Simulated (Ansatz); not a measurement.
Profile along the B–B line in TiB2 (AlB2 type, space group P6/mmm)

TiB₂ (AlB2 type, space group P6/mmm)

```
TiB2
1.0
    3.02469     0.00000     0.00000
   -1.51235     2.61946     0.00000
    0.00000     0.00000     3.22263
Ti B
1 2
Cartesian
  0.00000   0.00000   0.00000
  0.00000   1.74631   1.61131
  1.51235   0.87315   1.61131
```

Fields along a shortest B–B line of a (0001) plane (1.75 Å), from B to B, interpolated on the slice's grid (step about 0.2 Å). Method: r2SCAN (plane waves to 500 eV, PAW, scalar-relativistic; Ansatz, an electronic-structure program). k mesh 18×18×14. Inside the PAW spheres the values are not all-electron values, and peaks at nuclei hang on which shells count as valence. TiB2 is run without spin polarisation. TiB2 was relaxed with its symmetry unable to fall.

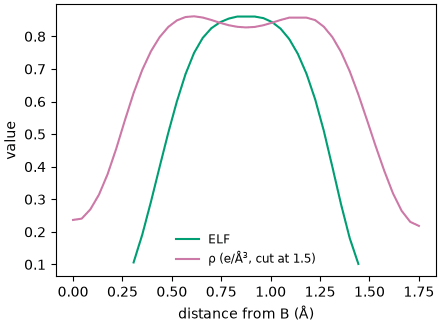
Figure: ELF (away from the nuclei) and valence density from B to B.

Density on the B–B line (1.75 Å) at its midpoint: 0.83 e/Å³. ELF at that point: 0.9. ELF maximum in the middle third of the B–B line: 0.86, 0.9 Å from B.
